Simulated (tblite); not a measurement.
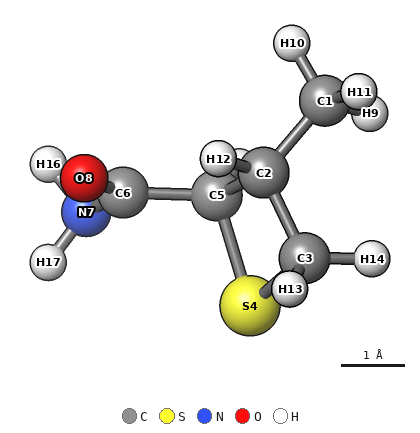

Fig. 1: The input geometry (ball-and-stick view, seen at a tilt; atoms are numbered from 1 in the order of the input). Bond lengths as drawn: C–C 1.50 to 1.53 Å, C–H 1.09 Å, C–N 1.43 Å, C–O 1.20 Å, C–S 1.83 to 1.85 Å and H–N 1.02 Å.

**C$_{5}$H$_{9}$NOS: saddle-point search**

C$_{5}$H$_{9}$NOS, SMILES C[C@@H]1CS[C@H]1C(N)=O, computed with GFN2-xTB saddle search (eigenvector following) and harmonic vibrations, gas phase (tblite 0.8.0).

The program's output:
```
step      E/eV     max force
  0    -693.89776   0.0199
  1    -693.89906   0.1696
  2    -693.89890   0.0285
  3    -693.89936   0.0114
  4    -693.89964   0.0881
  5    -693.89955   0.0091
  6    -693.89972   0.0139
  7    -693.89980   0.0327
  8    -693.89976   0.0085
  9    -693.89981   0.0088
 10    -693.89985   0.0045
 11    -693.89991   0.0046
 12    -693.89999   0.0141
 13    -693.90010   0.0154
 14    -693.90024   0.0181
 15    -693.90039   0.0154
 16    -693.90065   0.0203
 17    -693.90089   0.0342
 18    -693.90118   0.0301
 19    -693.90140   0.0705
 20    -693.90137   0.0094
 21    -693.90156   0.0168
 22    -693.90168   0.0221
 23    -693.90175   0.0199
 24    -693.90176   0.0022
lowest wavenumbers (cm-1): -454.5 33.7 61.7 131.9 162.2 235.4
```

Trajectory as extended XYZ (Å, eV, eV/Å), 12 frames, from step=0 to step=24:
```
17
Properties=species:S:1:pos:R:3:forces:R:3 step=0 energy=-693.89776
C    -1.6468    0.0906    1.3568    0.0010  -0.0010   0.0010
C    -0.7325    0.5337    0.2289   -0.0010   0.0020   0.0000
C    -1.4107    0.6177   -1.1442   -0.0010   0.0030   0.0000
S    -0.1816   -0.4856   -1.9352   -0.0010   0.0020   0.0000
C     0.3404   -0.4901   -0.1638   -0.0020   0.0010   0.0000
C     1.7646   -0.0242   -0.0890   -0.0050  -0.0180  -0.0070
N     2.6745   -1.0704   -0.4305    0.0000  -0.0040   0.0030
O     2.0922    1.1000    0.1826    0.0060   0.0090  -0.0090
H    -2.1233   -0.8577    1.1154    0.0040  -0.0030  -0.0010
H    -1.0802   -0.0286    2.2775    0.0030  -0.0010  -0.0010
H    -2.4217    0.8360    1.5216   -0.0020  -0.0050   0.0040
H    -0.2494    1.4795    0.4916   -0.0020   0.0030   0.0010
H    -1.4290    1.6036   -1.6018   -0.0010   0.0020   0.0000
H    -2.4024    0.1709   -1.1773   -0.0010   0.0020  -0.0010
H     0.2364   -1.4898    0.2568   -0.0100   0.0020   0.0010
H     3.3299   -1.2104    0.3345    0.0030   0.0080   0.0010
H     3.2395   -0.7751   -1.2237    0.0090  -0.0030   0.0090
17
Properties=species:S:1:pos:R:3:forces:R:3 step=2 energy=-693.89890
C    -1.6390    0.0838    1.3574    0.0000   0.0000   0.0000
C    -0.7330    0.5361    0.2263    0.0000  -0.0010   0.0000
C    -1.4180    0.6263   -1.1430    0.0020   0.0010   0.0030
S    -0.1902   -0.4699   -1.9453    0.0010  -0.0010  -0.0030
C     0.3382   -0.4863   -0.1757   -0.0030  -0.0040  -0.0020
C     1.7633   -0.0236   -0.1018   -0.0020  -0.0200  -0.0040
N     2.6757   -1.0791   -0.4074   -0.0050  -0.0030   0.0030
O     2.0913    1.1061    0.1448    0.0090   0.0270  -0.0010
H    -2.1078   -0.8684    1.1162    0.0000  -0.0010  -0.0010
H    -1.0665   -0.0327    2.2749    0.0010  -0.0020   0.0000
H    -2.4201    0.8213    1.5282    0.0020  -0.0020   0.0010
H    -0.2501    1.4814    0.4908    0.0010   0.0010   0.0010
H    -1.4401    1.6145   -1.5951    0.0000   0.0060  -0.0010
H    -2.4088    0.1779   -1.1743   -0.0060  -0.0010   0.0000
H     0.2313   -1.4878    0.2396   -0.0010  -0.0010  -0.0010
H     3.3253   -1.1946    0.3666    0.0010   0.0030   0.0070
H     3.2486   -0.8050   -1.2025    0.0010  -0.0020  -0.0020
17
Properties=species:S:1:pos:R:3:forces:R:3 step=4 energy=-693.89964
C    -1.6460    0.0658    1.3536    0.0010  -0.0020   0.0000
C    -0.7313    0.5338    0.2357   -0.0010   0.0000   0.0000
C    -1.4094    0.6417   -1.1361   -0.0050   0.0010  -0.0060
S    -0.2182   -0.5001   -1.9312   -0.0060   0.0070   0.0080
C     0.3378   -0.4897   -0.1697    0.0070   0.0060   0.0000
C     1.7604   -0.0142   -0.1311    0.0200   0.0510   0.0090
N     2.6782   -1.0798   -0.3841    0.0130   0.0250   0.0090
O     2.0828    1.1305    0.0524   -0.0210  -0.0840  -0.0160
H    -2.1177   -0.8796    1.0921    0.0020   0.0030   0.0010
H    -1.0791   -0.0706    2.2720   -0.0020   0.0000  -0.0030
H    -2.4244    0.8038    1.5339    0.0000  -0.0010   0.0000
H    -0.2490    1.4748    0.5165   -0.0020  -0.0020   0.0000
H    -1.3908    1.6290   -1.5919    0.0000  -0.0130   0.0050
H    -2.4174    0.2322   -1.1700    0.0150   0.0060   0.0000
H     0.2463   -1.4852    0.2633    0.0020   0.0050  -0.0030
H     3.3335   -1.1457    0.3921   -0.0140   0.0040  -0.0240
H     3.2445   -0.8469   -1.1977   -0.0080  -0.0060   0.0200
17
Properties=species:S:1:pos:R:3:forces:R:3 step=6 energy=-693.89972
C    -1.6443    0.0666    1.3541    0.0000   0.0000   0.0000
C    -0.7315    0.5341    0.2346    0.0000   0.0000   0.0000
C    -1.4111    0.6413   -1.1364    0.0000   0.0000   0.0000
S    -0.2168   -0.4947   -1.9339    0.0000   0.0000   0.0000
C     0.3376   -0.4890   -0.1721    0.0010   0.0010   0.0000
C     1.7604   -0.0149   -0.1304    0.0040   0.0070   0.0020
N     2.6782   -1.0803   -0.3825    0.0010   0.0050   0.0020
O     2.0830    1.1287    0.0542   -0.0030  -0.0130  -0.0040
H    -2.1161   -0.8790    1.0939    0.0000   0.0000   0.0000
H    -1.0761   -0.0691    2.2716    0.0000   0.0000   0.0000
H    -2.4227    0.8045    1.5350    0.0000   0.0000   0.0000
H    -0.2490    1.4754    0.5141    0.0000   0.0000   0.0000
H    -1.3973    1.6288   -1.5908    0.0000   0.0000   0.0000
H    -2.4170    0.2277   -1.1697    0.0000   0.0010   0.0000
H     0.2447   -1.4854    0.2582    0.0000   0.0000   0.0000
H     3.3316   -1.1474    0.3943   -0.0020   0.0010  -0.0040
H     3.2463   -0.8472   -1.1942   -0.0010  -0.0020   0.0040
17
Properties=species:S:1:pos:R:3:forces:R:3 step=8 energy=-693.89976
C    -1.6449    0.0644    1.3536    0.0000   0.0000   0.0000
C    -0.7312    0.5338    0.2357    0.0000   0.0000   0.0000
C    -1.4102    0.6433   -1.1354    0.0000   0.0000   0.0000
S    -0.2204   -0.4978   -1.9324    0.0000   0.0000   0.0000
C     0.3375   -0.4894   -0.1717    0.0010   0.0010   0.0000
C     1.7600   -0.0140   -0.1343    0.0020   0.0050   0.0010
N     2.6785   -1.0803   -0.3791    0.0010   0.0030   0.0010
O     2.0817    1.1311    0.0420   -0.0020  -0.0080  -0.0020
H    -2.1172   -0.8804    1.0909    0.0000   0.0000   0.0000
H    -1.0773   -0.0738    2.2711    0.0000   0.0000   0.0000
H    -2.4230    0.8023    1.5360    0.0000   0.0000   0.0000
H    -0.2488    1.4745    0.5171    0.0000   0.0000   0.0000
H    -1.3917    1.6306   -1.5902    0.0000   0.0000   0.0000
H    -2.4179    0.2343   -1.1690    0.0000   0.0010   0.0000
H     0.2464   -1.4851    0.2604    0.0000   0.0000   0.0000
H     3.3324   -1.1409    0.3979   -0.0010   0.0010  -0.0020
H     3.2462   -0.8527   -1.1926   -0.0010  -0.0010   0.0020
17
Properties=species:S:1:pos:R:3:forces:R:3 step=10 energy=-693.89985
C    -1.6518    0.0585    1.3515    0.0000   0.0000   0.0000
C    -0.7304    0.5326    0.2417    0.0000   0.0000   0.0000
C    -1.4024    0.6477   -1.1326   -0.0010   0.0010  -0.0020
S    -0.2308   -0.5186   -1.9202   -0.0020   0.0020   0.0030
C     0.3379   -0.4923   -0.1631    0.0010   0.0000   0.0000
C     1.7588   -0.0111   -0.1429   -0.0010   0.0020   0.0000
N     2.6797   -1.0773   -0.3788    0.0020   0.0000   0.0000
O     2.0774    1.1376    0.0143   -0.0020  -0.0030  -0.0010
H    -2.1240   -0.8838    1.0805    0.0000   0.0000   0.0000
H    -1.0900   -0.0859    2.2717    0.0000   0.0000  -0.0010
H    -2.4296    0.7968    1.5332    0.0000   0.0000   0.0000
H    -0.2488    1.4714    0.5305    0.0000   0.0000   0.0000
H    -1.3616    1.6325   -1.5917    0.0000  -0.0040   0.0020
H    -2.4181    0.2592   -1.1687    0.0040   0.0020   0.0000
H     0.2539   -1.4837    0.2800    0.0000   0.0020   0.0000
H     3.3394   -1.1237    0.3942   -0.0010   0.0000  -0.0010
H     3.2405   -0.8598   -1.1997   -0.0010   0.0000   0.0010
17
Properties=species:S:1:pos:R:3:forces:R:3 step=13 energy=-693.90010
C    -1.6723    0.0460    1.3456    0.0010  -0.0010  -0.0010
C    -0.7284    0.5295    0.2587   -0.0010   0.0000   0.0000
C    -1.3784    0.6561   -1.1253   -0.0030   0.0020  -0.0060
S    -0.2545   -0.5759   -1.8828   -0.0060   0.0070   0.0090
C     0.3394   -0.4999   -0.1359    0.0030   0.0000   0.0000
C     1.7556   -0.0045   -0.1600    0.0000   0.0090   0.0010
N     2.6818   -1.0680   -0.3878    0.0060   0.0020   0.0010
O     2.0660    1.1513   -0.0416   -0.0060  -0.0140  -0.0020
H    -2.1422   -0.8915    1.0543    0.0010   0.0010   0.0000
H    -1.1288   -0.1111    2.2747   -0.0010   0.0000  -0.0020
H    -2.4511    0.7848    1.5211    0.0000   0.0000   0.0000
H    -0.2502    1.4642    0.5662   -0.0010  -0.0010   0.0000
H    -1.2791    1.6311   -1.5972    0.0000  -0.0140   0.0060
H    -2.4129    0.3212   -1.1703    0.0130   0.0050  -0.0010
H     0.2741   -1.4789    0.3370    0.0010   0.0050  -0.0030
H     3.3596   -1.0862    0.3708   -0.0040   0.0010  -0.0060
H     3.2213   -0.8684   -1.2275   -0.0030  -0.0010   0.0050
17
Properties=species:S:1:pos:R:3:forces:R:3 step=15 energy=-693.90039
C    -1.6871    0.0370    1.3410    0.0010  -0.0010  -0.0010
C    -0.7269    0.5276    0.2717   -0.0010   0.0000  -0.0010
C    -1.3600    0.6618   -1.1195   -0.0030   0.0020  -0.0060
S    -0.2726   -0.6160   -1.8537   -0.0060   0.0080   0.0090
C     0.3407   -0.5047   -0.1156    0.0030   0.0000   0.0000
C     1.7526    0.0002   -0.1728    0.0000   0.0080   0.0010
N     2.6828   -1.0611   -0.3946    0.0060   0.0020   0.0010
O     2.0562    1.1604   -0.0829   -0.0060  -0.0140  -0.0020
H    -2.1543   -0.8971    1.0347    0.0010   0.0010   0.0000
H    -1.1574   -0.1292    2.2765   -0.0010   0.0000  -0.0020
H    -2.4671    0.7757    1.5116    0.0000   0.0000   0.0000
H    -0.2520    1.4595    0.5927   -0.0010  -0.0010   0.0000
H    -1.2179    1.6273   -1.6000    0.0000  -0.0140   0.0060
H    -2.4060    0.3665   -1.1723    0.0130   0.0050  -0.0010
H     0.2893   -1.4740    0.3783    0.0010   0.0050  -0.0030
H     3.3735   -1.0586    0.3524   -0.0040   0.0010  -0.0060
H     3.2063   -0.8754   -1.2474   -0.0020  -0.0010   0.0050
17
Properties=species:S:1:pos:R:3:forces:R:3 step=17 energy=-693.90089
C    -1.7068    0.0237    1.3343    0.0030  -0.0010  -0.0010
C    -0.7249    0.5255    0.2900   -0.0020   0.0000  -0.0010
C    -1.3343    0.6702   -1.1107   -0.0060   0.0040  -0.0120
S    -0.2996   -0.6691   -1.8122   -0.0100   0.0160   0.0150
C     0.3423   -0.5106   -0.0883    0.0050   0.0010  -0.0010
C     1.7472    0.0066   -0.1922    0.0010   0.0190   0.0010
N     2.6837   -1.0517   -0.4019    0.0120   0.0050   0.0010
O     2.0403    1.1724   -0.1453   -0.0120  -0.0320  -0.0020
H    -2.1694   -0.9054    1.0067    0.0020   0.0030   0.0010
H    -1.1961   -0.1554    2.2780   -0.0020   0.0000  -0.0050
H    -2.4886    0.7619    1.4990    0.0010   0.0000   0.0000
H    -0.2552    1.4533    0.6299   -0.0020  -0.0020  -0.0010
H    -1.1323    1.6202   -1.6019   -0.0040  -0.0270   0.0120
H    -2.3940    0.4309   -1.1754    0.0260   0.0060  -0.0010
H     0.3108   -1.4661    0.4334    0.0020   0.0090  -0.0050
H     3.3914   -1.0180    0.3286   -0.0090   0.0010  -0.0120
H     3.1856   -0.8882   -1.2723   -0.0050  -0.0020   0.0110
17
Properties=species:S:1:pos:R:3:forces:R:3 step=19 energy=-693.90140
C    -1.7312    0.0091    1.3258    0.0050  -0.0020  -0.0020
C    -0.7223    0.5235    0.3134   -0.0040   0.0000  -0.0020
C    -1.3010    0.6785   -1.0990   -0.0110   0.0090  -0.0200
S    -0.3291   -0.7281   -1.7591   -0.0150   0.0290   0.0230
C     0.3448   -0.5164   -0.0532    0.0100   0.0040  -0.0020
C     1.7398    0.0136   -0.2142    0.0040   0.0420   0.0020
N     2.6836   -1.0403   -0.4136    0.0220   0.0120   0.0020
O     2.0189    1.1843   -0.2171   -0.0220  -0.0670  -0.0010
H    -2.1861   -0.9146    0.9727    0.0040   0.0050   0.0020
H    -1.2452   -0.1842    2.2798   -0.0030   0.0000  -0.0070
H    -2.5161    0.7461    1.4807    0.0010   0.0000   0.0000
H    -0.2604    1.4468    0.6755   -0.0030  -0.0040  -0.0020
H    -1.0302    1.6064   -1.6008   -0.0100  -0.0450   0.0210
H    -2.3724    0.5037   -1.1807    0.0440   0.0070  -0.0010
H     0.3374   -1.4547    0.4997    0.0030   0.0140  -0.0100
H     3.4119   -0.9713    0.2942   -0.0170  -0.0010  -0.0220
H     3.1575   -0.9026   -1.3042   -0.0070  -0.0030   0.0210
17
Properties=species:S:1:pos:R:3:forces:R:3 step=21 energy=-693.90156
C    -1.7294    0.0087    1.3261    0.0000  -0.0010   0.0000
C    -0.7224    0.5237    0.3126   -0.0010   0.0000   0.0000
C    -1.3025    0.6793   -1.0990   -0.0020   0.0020  -0.0040
S    -0.3311   -0.7251   -1.7610   -0.0030   0.0050   0.0050
C     0.3443   -0.5161   -0.0558    0.0020   0.0010   0.0000
C     1.7390    0.0133   -0.2157    0.0010   0.0100   0.0000
N     2.6839   -1.0407   -0.4100    0.0040   0.0040   0.0000
O     2.0173    1.1835   -0.2213   -0.0050  -0.0160  -0.0010
H    -2.1847   -0.9147    0.9731    0.0010   0.0010   0.0000
H    -1.2416   -0.1855    2.2788   -0.0010   0.0000  -0.0010
H    -2.5140    0.7455    1.4830    0.0000   0.0000   0.0000
H    -0.2602    1.4469    0.6742   -0.0010  -0.0010   0.0000
H    -1.0324    1.6066   -1.5997   -0.0010  -0.0090   0.0040
H    -2.3728    0.5043   -1.1804    0.0090   0.0020   0.0000
H     0.3366   -1.4549    0.4954    0.0010   0.0030  -0.0010
H     3.4103   -0.9693    0.2988   -0.0030   0.0000  -0.0050
H     3.1598   -0.9053   -1.2993   -0.0020  -0.0010   0.0040
17
Properties=species:S:1:pos:R:3:forces:R:3 step=24 energy=-693.90176
C    -1.7447   -0.0003    1.3203    0.0000   0.0000   0.0000
C    -0.7207    0.5227    0.3283    0.0000   0.0000   0.0000
C    -1.2801    0.6842   -1.0907   -0.0010   0.0000   0.0000
S    -0.3492   -0.7593   -1.7257    0.0000   0.0000   0.0000
C     0.3460   -0.5192   -0.0328    0.0000   0.0000   0.0000
C     1.7331    0.0172   -0.2299    0.0000   0.0010   0.0010
N     2.6833   -1.0331   -0.4176    0.0000   0.0000   0.0000
O     2.0008    1.1893   -0.2685   -0.0010  -0.0020   0.0000
H    -2.1941   -0.9201    0.9510    0.0000   0.0000   0.0000
H    -1.2735   -0.2033    2.2795    0.0000   0.0000   0.0000
H    -2.5316    0.7356    1.4704    0.0000   0.0000   0.0000
H    -0.2641    1.4431    0.7038    0.0000   0.0000   0.0000
H    -0.9673    1.5950   -1.5964    0.0000  -0.0010   0.0000
H    -2.3549    0.5493   -1.1846    0.0010   0.0000   0.0000
H     0.3537   -1.4469    0.5365    0.0000   0.0000   0.0000
H     3.4223   -0.9390    0.2751    0.0000   0.0000  -0.0010
H     3.1411   -0.9151   -1.3188    0.0000   0.0000   0.0000
```

The run was set up as follows.

Input file:
```
{"job": {"xc": "GFN2-xTB", "basis": "xTB", "kind": "saddle"}, "charge": 0, "multiplicity": 1}
C     -1.646821     0.090606     1.356818
C     -0.732454     0.533693     0.228901
C     -1.410693     0.617701    -1.144243
S     -0.181559    -0.485589    -1.935247
C      0.340404    -0.490148    -0.163830
C      1.764630    -0.024179    -0.089042
N      2.674537    -1.070431    -0.430511
O      2.092230     1.099983     0.182552
H     -2.123306    -0.857654     1.115405
H     -1.080227    -0.028618     2.277496
H     -2.421743     0.835973     1.521638
H     -0.249404     1.479485     0.491600
H     -1.428961     1.603568    -1.601820
H     -2.402363     0.170923    -1.177281
H      0.236359    -1.489800     0.256826
H      3.329880    -1.210428     0.334473
H      3.239490    -0.775086    -1.223735
```

The first line tells a small driver script what to run in tblite; the rest is the geometry in Å.

Launched with:
```bash
OMP_NUM_THREADS=1 python <driver script> task.json out
```

Results in brief:

| quantity | value |
| --- | --- |
| outcome | converged |
| total energy | −693.9018 eV |
| point group | C1 |
| hardware | 1 CPU thread, shared host |
| wall time | 9.2 s |
| peak memory | 0.2 GiB |
